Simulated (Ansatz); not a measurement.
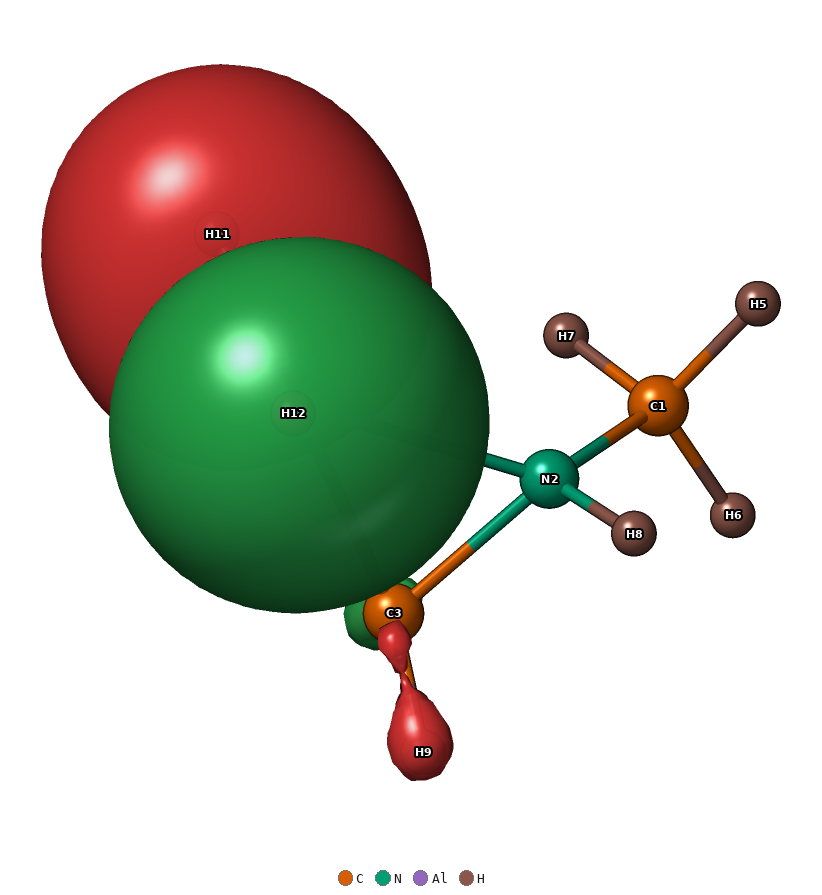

The picture shows: C2H8AlN. The HOMO−1 at ±0.08 Å⁻³ᐟ² (green and red are the two phases), seen at an oblique angle.

All numbers below come from Ansatz, UKS BLYP/def2-SVP.

```xyz
12

C    -0.4645    1.5458   -0.3831
N    -0.5382    0.2173    0.2570
C     0.7812   -0.4430    0.7029
Al   -0.2023   -1.6555   -0.5216
H    -1.4740    1.8618   -0.7144
H    -0.0463    2.3172    0.3017
H     0.1844    1.4852   -1.2781
H    -1.2080    0.2327    1.0367
H     0.8460   -0.5170    1.8041
H     1.6366    0.1365    0.3095
H     0.1495   -1.5761   -2.0766
H    -1.2481   -2.6978    0.0874
```

What is the character of this orbital?

Answer. It lies mainly on Al4 (about 35 %), H12 (about 30 %) and H11 (about 30 %). Its energy is −6.34 eV.
